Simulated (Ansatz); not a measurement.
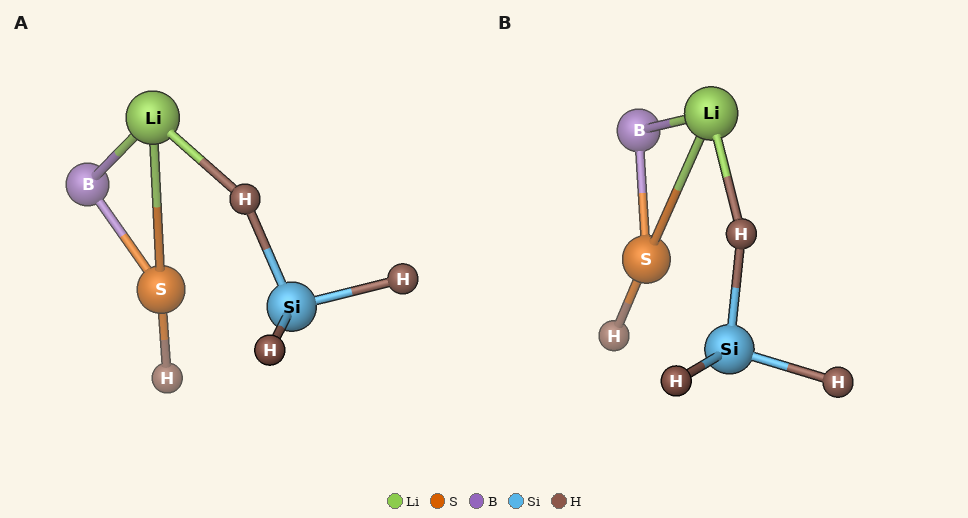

Depth is shown by fading: the farther an atom, the more it takes the colour of the background. The geometry was computed by an optimisation with PBE-D4/def2-SVP. No frequency run is at hand to confirm it as a minimum.

### Can A be turned into B by a rotation alone?

Yes. They are the same structure, BH4LiSSi, seen from two directions. With point group Cs it is achiral, so its mirror image would be the same too.
